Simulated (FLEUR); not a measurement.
# How the smearing moves the magnetism of MnO (Manganosite)

Two starts of MnO (Manganosite) are run at each rung of the smearing. Which rung is enough?

Method: PBE; all-electron FLAPW, Dirac cores, scalar-relativistic bands, in FLEUR MaX-R8.1.

## 1. The starting structure

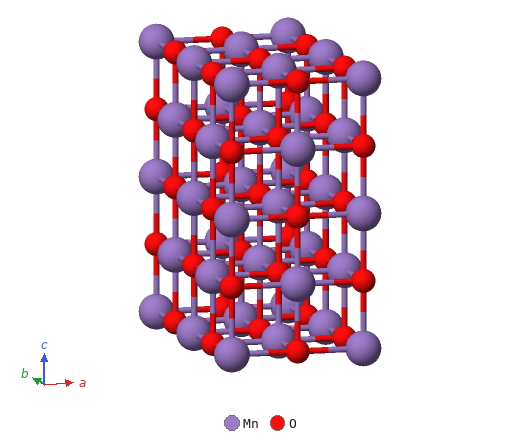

Start, viewed slightly off an axis; manganese light purple, oxygen red. 1×2×2 cells are drawn. This picture shows the conventional cell, with its axes. Some periodic images of atoms are drawn too.

Structure file:

```cif
data_structure
_symmetry_space_group_name_H-M 'P 1'
_symmetry_Int_Tables_number 1
_cell_length_a 3.1438
_cell_length_b 3.1438
_cell_length_c 3.1438
_cell_angle_alpha 60.000
_cell_angle_beta 60.000
_cell_angle_gamma 60.000
_cell_volume 21.97
loop_
_atom_site_label
_atom_site_type_symbol
_atom_site_fract_x
_atom_site_fract_y
_atom_site_fract_z
_atom_site_occupancy
Mn1 Mn 0.00000 0.00000 0.00000 1
O2 O 0.50000 0.50000 0.50000 1
```

## 2. Rung 1 (width 0.5 eV), start ferro +

A wide smearing converges easily but acts like a high temperature on the moments; each rung narrows it.

inpgen writes inp.xml from crystal.txt; cutoffs, mixing, functional, smearing and local orbitals are then set in the file. The k list default-1 (kpts.xml, not shown) is a Γ-centred 8×8×8 mesh; where the ranks do not divide the number of points, some are split in two of half the weight.

Contents of inp.xml:

```
<?xml version="1.0" encoding="UTF-8" standalone="no"?>
<fleurInput fleurInputVersion="0.39">
   <comment>
      MnO
   </comment>
   <calculationSetup>
      <cutoffs Kmax="4.05" Gmax="12.1" GmaxXC="12.1" numbands="0"/>
      <scfLoop itmax="90" minDistance="0.00002" maxIterBroyd="15" imix="Anderson" alpha="0.05" precondParam="0.0" spinf="2.0" sdNocoIR="T"/>
      <coreElectrons ctail="T" frcor="F" kcrel="0" coretail_lmax="0"/>
      <xcFunctional name="pbe" relativisticCorrections="F"/>
      <magnetism jspins="2"/>
      <soc l_soc="F" theta="0.0" phi="0.0" spav="F"/>
      <expertModes spex="0" secvar="F"/>
      <geometryOptimization l_f="F" forcealpha="1.0" forcemix="BFGS" epsdisp="0.00001" epsforce="0.00001"/>
      <ldaU l_linMix="F" mixParam="0.05" spinf="1.0"/>
   </calculationSetup>
   <cell>
      <bzIntegration valenceElectrons="21.0" mode="hist" fermiSmearingEnergy="0.01837466">
         <kPointListSelection listName="default-1"/>
         <xi:include xmlns:xi="http://www.w3.org/2001/XInclude" href="kpts.xml"> </xi:include>
      </bzIntegration>
      <xi:include xmlns:xi="http://www.w3.org/2001/XInclude" href="sym.xml"> </xi:include>
      <bulkLattice scale="1.0">
         <bravaisMatrix>
            <row-1>    0.0000000000000000     4.2008611749857998     4.2008611749857998</row-1>
            <row-2>    4.2008611749857998     0.0000000000000000     4.2008611749857998</row-2>
            <row-3>    4.2008611749857998     4.2008611749857998     0.0000000000000000</row-3>
         </bravaisMatrix>
      </bulkLattice>
   </cell>
   <atomSpecies>
      <species name="Manganese 4.500" element="Mn" atomicNumber="25">
         <mtSphere radius="2.62" gridPoints="867" logIncrement="0.014"/>
         <atomicCutoffs lmax="10" lnonsphr="8"/>
         <electronConfig flipSpins="F">
            <coreConfig>(1s1/2) (2s1/2) (2p1/2) (2p3/2)</coreConfig>
            <valenceConfig>(3s1/2) (3p1/2) (3p3/2) (4s1/2) (3d3/2) (3d5/2)</valenceConfig>
            <stateOccupation state="(3d3/2)" spinUp="1.75" spinDown="0.25"/>
            <stateOccupation state="(3d5/2)" spinUp="3.0" spinDown="0.0"/>
         </electronConfig>
         <energyParameters s="4" p="4" d="3" f="4"/>
         <lo type="SCLO" l="0" n="3" eDeriv="0"/>
         <lo type="SCLO" l="1" n="3" eDeriv="0"/>
      </species>
      <species name="Oxygen (O)" element="O" atomicNumber="8">
         <mtSphere radius="1.48" gridPoints="489" logIncrement="0.022"/>
         <atomicCutoffs lmax="6" lnonsphr="4"/>
         <electronConfig flipSpins="F">
            <coreConfig>(1s1/2)</coreConfig>
            <valenceConfig>(2s1/2) (2p1/2) (2p3/2)</valenceConfig>
            <stateOccupation state="(2p1/2)" spinUp="0.666667" spinDown="0.666667"/>
            <stateOccupation state="(2p3/2)" spinUp="1.333333" spinDown="1.333333"/>
         </electronConfig>
         <energyParameters s="2" p="2" d="3" f="4"/>
      </species>
   </atomSpecies>
   <atomGroups>
      <atomGroup species="Manganese 4.500">
         <relPos label="                   1">.0000000000 .0000000000 .0000000000</relPos>
         <force calculate="T" relaxXYZ="TTT"/>
      </atomGroup>
      <atomGroup species="Oxygen (O)">
         <relPos label="                   2">1.000/2.000 1.000/2.000 1.000/2.000</relPos>
         <force calculate="T" relaxXYZ="TTT"/>
      </atomGroup>
   </atomGroups>
   <output dos="F" band="F" slice="F">
      <bandDOS minEnergy="-.5*Htr" maxEnergy="0.5*Htr" sigma="0.015" storeEVData="T"/>
      <plotting iplot="0" polar="F">
         <plot TwoD="T" vec1="  1.0  0.0  0.0" vec2="  0.0  1.0  0.0" vec3="  0.0  0.0  1.0" zero="  0.0  0.0  0.0" file="plot"/>
      </plotting>
      <moessbauerParams electricFieldGradient="F" isomerShift="F" coreHyperfine="F" valenceHyperfine="F"/>
   </output>
</fleurInput>
```

Contents of crystal.txt:

```
MnO
&input film=F cartesian=F /
0.00000000000  2.22300000000  2.22300000000
2.22300000000  0.00000000000  2.22300000000
2.22300000000  2.22300000000  0.00000000000
1.8897261246
1.0 1.0 1.0

2
25 0.00000000000  0.00000000000  0.00000000000 : 4.500
8 0.50000000000  0.50000000000  0.50000000000

&kpt div1=8 div2=8 div3=8 gamma=T /
```

On the command line:

```
$ OMP_NUM_THREADS=1 inpgen -f crystal.txt > inpgen.log  # inp.xml is then edited as shown
$ OMP_NUM_THREADS=1 mpirun -n 4 fleur_MPI > fleur.log
```

The log of the run:

```text
Welcome to FLEUR        (www.flapw.de)
      MaX-Release 8.1          (www.max-centre.eu)

 ========== k-point set info ==========
 Selected k-point list: default-1
 k-point list type: mesh
 0 x 0 x 0
 Number of k points: 32

 ------------Calculation Setup---------------------------
 Number of MPI-tasks      :            4
 Number of PE/node        :            4
 Number of OMP-threads    :            1
 k-points in parallel     :            4
 pe's per k-point         :            1
 No of k-point loops      :            8
 Eigenvalue solver        :       lapack
 Number of basis functions:          188
 Approximate size of matrices (H+S) per k-point:         0.001 GB
 --------------------------------------------------------
 Iteration:     1   Distance:      20.76172686 me/bohr^3
 Iteration:     2   Distance:      17.32428785 me/bohr^3
 Iteration:     3   Distance:       8.52857383 me/bohr^3
 Iteration:     4   Distance:       7.64552684 me/bohr^3
 Iteration:     5   Distance:       4.53088869 me/bohr^3
 Iteration:     6   Distance:       2.53500326 me/bohr^3
 Iteration:     7   Distance:       2.17956664 me/bohr^3
 Iteration:     8   Distance:       1.33843504 me/bohr^3
 Iteration:     9   Distance:       0.77406363 me/bohr^3
 Iteration:    10   Distance:       0.19219108 me/bohr^3
 Iteration:    11   Distance:       0.10166002 me/bohr^3
 Iteration:    12   Distance:       0.05090973 me/bohr^3
 Iteration:    13   Distance:       0.05604952 me/bohr^3
 Iteration:    14   Distance:       0.00443161 me/bohr^3
 Iteration:    15   Distance:       0.00363520 me/bohr^3
 Iteration:    16   Distance:       0.00356867 me/bohr^3
 Iteration:    17   Distance:       0.00275077 me/bohr^3
 Iteration:    18   Distance:       0.00112519 me/bohr^3
 Iteration:    19   Distance:       0.00037889 me/bohr^3
 Iteration:    20   Distance:       0.00007928 me/bohr^3
 Iteration:    21   Distance:       0.00005546 me/bohr^3
 Iteration:    22   Distance:       0.00001456 me/bohr^3

 ********************************************************************
 Run finished successfully
 Stop message:
   all done
 ********************************************************************

--- out.xml (last complete iteration) ---
<iteration numberForCurrentRun="   22" overallNumber="   22">
         [... left out ...]
         <bandgap value="0.0144198614" units="eV"/>
         <sumValenceSingleParticleEnergies value="-12.6317618559" units="Htr"/>
         <FermiEnergy value="0.3245516090" units="Htr"/>
         <valenceDensity>
            <mtCharges spin="1">
               <mtCharge atomType="1" total="9.0611614" s="1.1783693" p="3.2142458" d="4.5883984" f="0.0557597"/>
               <mtCharge atomType="2" total="2.4278867" s="0.7538989" p="1.6679420" d="0.0053182" f="0.0006108"/>
            </mtCharges>
            <mtCharges spin="2">
               <mtCharge atomType="1" total="5.1195543" s="1.1387937" p="3.1899676" d="0.7201251" f="0.0488700"/>
               <mtCharge atomType="2" total="2.2937532" s="0.7280190" p="1.5636945" d="0.0018968" f="0.0001143"/>
            </mtCharges>
            <spinDependentCharge spin="1" total="12.5788394" interstitial="1.0897913" mtSpheres="11.4890480"/>
            <spinDependentCharge spin="2" total="8.4211606" interstitial="1.0078532" mtSpheres="7.4133074"/>
            <totalCharge value="21.0000000000"/>
         </valenceDensity>
         [... left out ...]
         <magneticMomentsInMTSpheres units="muBohr">
            <globalMagMoment atomType="1" vec="0.00000   0.00000   3.94161"/>
            <localMagMoment atomType="1" vec="0.00000   0.00000   3.94161"/>
            <globalMagMoment atomType="2" vec="0.00000   0.00000   0.13413"/>
            <localMagMoment atomType="2" vec="0.00000   0.00000   0.13413"/>
         </magneticMomentsInMTSpheres>
         [... left out ...]
         <totalEnergy value="    -1233.8944037040" units="Htr">
            <sumOfEigenvalues value="     -709.6380697119">
               <coreElectrons value="-697.0063078560"/>
               <valenceElectrons value="-12.6317618559"/>
            </sumOfEigenvalues>
            <densityCoulombPotentialIntegral value="-1878.9179391409"/>
            <densityEffectivePotentialIntegral value="-1957.8380519339"/>
            <chargeDenXCDenIntegral value="-60.8974980796"/>
            <FockExchangeEnergyValence value="0.0000000000"/>
            <FockExchangeEnergyCore value="0.0000000000"/>
         [... left out ...]
            <tkbTimesEntropy value="0.0371759578"/>
            <freeEnergy value="-1233.9315796618"/>
            <extrapolationTo0K value="-1233.9129916829"/>
         </totalEnergy>
         <densityConvergence units="me/bohr^3">
            <chargeDensity spin="1" distance="0.0000044225"/>
            <chargeDensity spin="2" distance="0.0000122293"/>
            <overallChargeDensity distance="0.0000112330"/>
            <spinDensity distance="0.0000145619"/>
         </densityConvergence>
      </iteration>
```

Run time: 10 s. Hardware: 4 MPI ranks of Intel Xeon 6975P-C (Granite Rapids), shared host; peak memory 0.25 GiB; 41 s of CPU time.

Spin moment in the muffin-tin sphere by atom:

```csv
atom,spin moment in the muffin-tin sphere (μB)
Mn1,3.94
O2,0.13
```

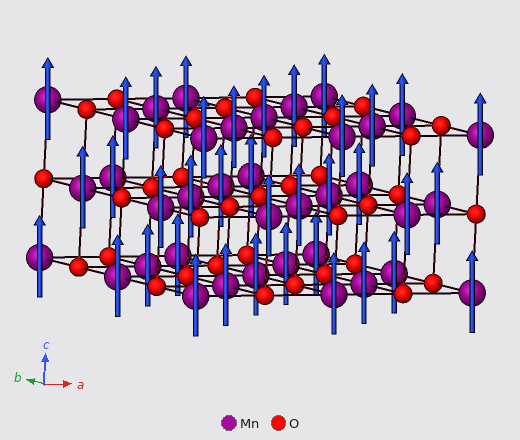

Spin moment in the muffin-tin sphere as arrows, the longest 3.94 μB. Up and down stand for the sign. Arrows give size and sign along the axis of quantisation, drawn up and down the page. 2×2×1 conventional cells are drawn. Some periodic images of atoms are drawn too.

Numbers from this step:

- free energy: -33576.9888 eV
- program's band gap on this mesh (in a metal only a level spacing): 0.01442 eV
- magnetization: 4.158 μB
- final state: ferromagnetic

After 22 cycles the largest moment stands at 3.94 μB.

## 3. Rung 1 (width 0.5 eV), start antiferro q=(0,1/2,1/2) +-

The second start gives the energy difference between the two end states, the quantity that is followed up the ladder. Its q is in fractions of the primitive cell's reciprocal vectors.

The k list default-1 (kpts.xml, not shown) is a Γ-centred 8×4×8 mesh.

Changes to inp.xml since step 2:

```diff
@@ -17,3 +17,3 @@
    <cell>
-      <bzIntegration valenceElectrons="21.0" mode="hist" fermiSmearingEnergy="0.01837466">
+      <bzIntegration valenceElectrons="42.0" mode="hist" fermiSmearingEnergy="0.01837466">
          <kPointListSelection listName="default-1"/>
@@ -25,4 +25,4 @@
             <row-1>    0.0000000000000000     4.2008611749857998     4.2008611749857998</row-1>
-            <row-2>    4.2008611749857998     0.0000000000000000     4.2008611749857998</row-2>
-            <row-3>    4.2008611749857998     4.2008611749857998     0.0000000000000000</row-3>
+            <row-2>    8.4017223499715996     0.0000000000000000     8.4017223499715996</row-2>
+            <row-3>    8.4017223499715996     4.2008611749857998     4.2008611749857998</row-3>
          </bravaisMatrix>
@@ -39,2 +39,15 @@
             <stateOccupation state="(3d5/2)" spinUp="3.0" spinDown="0.0"/>
+         </electronConfig>
+         <energyParameters s="4" p="4" d="3" f="4"/>
+         <lo type="SCLO" l="0" n="3" eDeriv="0"/>
+         <lo type="SCLO" l="1" n="3" eDeriv="0"/>
+      </species>
+      <species name="Manganese -4.500" element="Mn" atomicNumber="25">
+         <mtSphere radius="2.62" gridPoints="867" logIncrement="0.014"/>
+         <atomicCutoffs lmax="10" lnonsphr="8"/>
+         <electronConfig flipSpins="F">
+            <coreConfig>(1s1/2) (2s1/2) (2p1/2) (2p3/2)</coreConfig>
+            <valenceConfig>(3s1/2) (3p1/2) (3p3/2) (4s1/2) (3d3/2) (3d5/2)</valenceConfig>
+            <stateOccupation state="(3d3/2)" spinUp="0.25" spinDown="1.75"/>
+            <stateOccupation state="(3d5/2)" spinUp="0.0" spinDown="3.0"/>
          </electronConfig>
@@ -61,4 +74,12 @@
       </atomGroup>
+      <atomGroup species="Manganese -4.500">
+         <relPos label="                   2">.0000000000 1.000/2.000 .0000000000</relPos>
+         <force calculate="T" relaxXYZ="TTT"/>
+      </atomGroup>
       <atomGroup species="Oxygen (O)">
-         <relPos label="                   2">1.000/2.000 1.000/2.000 1.000/2.000</relPos>
+         <relPos label="                   3">1.000/2.000 .0000000000 1.000/2.000</relPos>
+         <force calculate="T" relaxXYZ="TTT"/>
+      </atomGroup>
+      <atomGroup species="Oxygen (O)">
+         <relPos label="                   4">1.000/2.000 1.000/2.000 1.000/2.000</relPos>
          <force calculate="T" relaxXYZ="TTT"/>
```

Contents of crystal.txt:

```
MnO
&input film=F cartesian=F /
0.00000000000  2.22300000000  2.22300000000
4.44600000000  0.00000000000  4.44600000000
4.44600000000  2.22300000000  2.22300000000
1.8897261246
1.0 1.0 1.0

4
25 0.00000000000  0.00000000000  0.00000000000 : 4.500
25 0.00000000000  0.50000000000  0.00000000000 : -4.500
8 0.50000000000  0.00000000000  0.50000000000
8 0.50000000000  0.50000000000  0.50000000000

&kpt div1=8 div2=4 div3=8 gamma=T /
```

The log of the run:

```text
[banner, memory and clock lines left out]
Welcome to FLEUR        (www.flapw.de)
      MaX-Release 8.1          (www.max-centre.eu)

 ========== k-point set info ==========
 Selected k-point list: default-1
 k-point list type: mesh
 0 x 0 x 0
 Number of k points: 80

 [... set-up left out ...]
 Iteration:     1   Distance:      21.01468871 me/bohr^3
 Iteration:     2   Distance:      17.49174697 me/bohr^3
 Iteration:     3   Distance:       8.48053009 me/bohr^3
 Iteration:     4   Distance:       7.63486010 me/bohr^3
 Iteration:     5   Distance:       4.47977724 me/bohr^3
 Iteration:     6   Distance:       2.58607591 me/bohr^3
 Iteration:     7   Distance:       1.90128836 me/bohr^3
 Iteration:     8   Distance:       1.30138738 me/bohr^3
[... lines left out ...]
 Iteration:    19   Distance:       0.00094350 me/bohr^3
 Iteration:    20   Distance:       0.00040738 me/bohr^3
 Iteration:    21   Distance:       0.00011643 me/bohr^3
 Iteration:    22   Distance:       0.00005915 me/bohr^3
 Iteration:    23   Distance:       0.00003319 me/bohr^3
 Iteration:    24   Distance:       0.00001560 me/bohr^3

 ********************************************************************
 Run finished successfully
 Stop message:
   all done
 ********************************************************************

--- out.xml (last complete iteration) ---
<iteration numberForCurrentRun="   24" overallNumber="   24">
         [... left out ...]
         <bandgap value="0.0000106942" units="eV"/>
         <sumValenceSingleParticleEnergies value="-25.2702246529" units="Htr"/>
         <FermiEnergy value="0.3284387600" units="Htr"/>
         [... left out ...]
         <magneticMomentsInMTSpheres units="muBohr">
            <globalMagMoment atomType="1" vec="0.00000   0.00000   3.97836"/>
            <globalMagMoment atomType="2" vec="0.00000   0.00000  -3.97835"/>
            <globalMagMoment atomType="3" vec="0.00000   0.00000  -0.04858"/>
            <globalMagMoment atomType="4" vec="0.00000   0.00000   0.04858"/>
         </magneticMomentsInMTSpheres>
         [... left out ...]
         <totalEnergy value="    -2467.7930121791" units="Htr">
            <sumOfEigenvalues value="    -1419.2891324161">
               <coreElectrons value="-1394.0189077632"/>
               <valenceElectrons value="-25.2702246529"/>
            </sumOfEigenvalues>
         [... left out ...]
            <freeEnergy value="-2467.8644745310"/>
            <extrapolationTo0K value="-2467.8287433551"/>
         </totalEnergy>
         <densityConvergence units="me/bohr^3">
            <chargeDensity spin="1" distance="0.0000108506"/>
            <chargeDensity spin="2" distance="0.0000077591"/>
            <overallChargeDensity distance="0.0000106003"/>
            <spinDensity distance="0.0000156050"/>
         </densityConvergence>
      </iteration>
```

It took 59 s on 4 MPI ranks; peak memory 0.46 GiB.

Spin moment in the muffin-tin sphere by atom:

```csv
atom,spin moment in the muffin-tin sphere (μB)
Mn1,3.98
Mn2,-3.98
O3,-0.05
O4,0.05
```

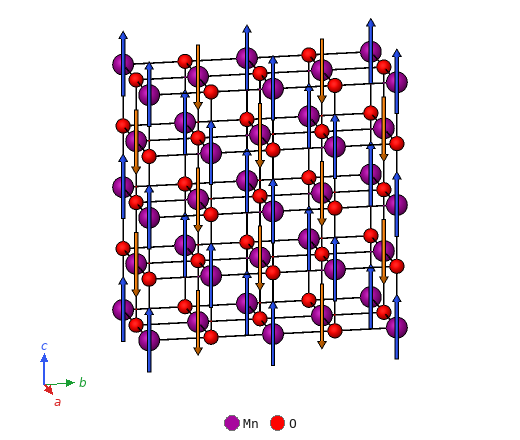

Spin moment in the muffin-tin sphere as arrows, the longest 3.98 μB. Up and down stand for the sign. Arrows give size and sign along the axis of quantisation, drawn up and down the page. The two directions have two colours. 1×2×2 conventional cells are drawn. Some periodic images of atoms are drawn too.

Read from the output:

```yaml
free_energy: -67154.0134 eV
program_s_band_gap_on_this_mesh_in_a_metal_only_a_level_spacing: 1.07e-5 eV
magnetization: 0 μB
final_state: antiferromagnetic
```

This start lies -17.9 meV a seeded atom from the first; its largest moment is 3.98 μB.

(Continued in part 2 of 4.)

[Logs and program files are shortened in this print: banners, set-up blocks, solver, clock and traceback lines can be left out without a mark of their own.]

[Logs are printed without paths, hosts, clocks, repeated set-up lines and the standing remarks that a program may print on its own settings, such as how far it seeks lower states.]

[Hosts, paths, dates, database ids (printed as entryN), source tags and the programs' standing remarks are cut or masked in the printed files.]

[Where a cell is said to come from a database of computed structures, the database is the Materials Project.]
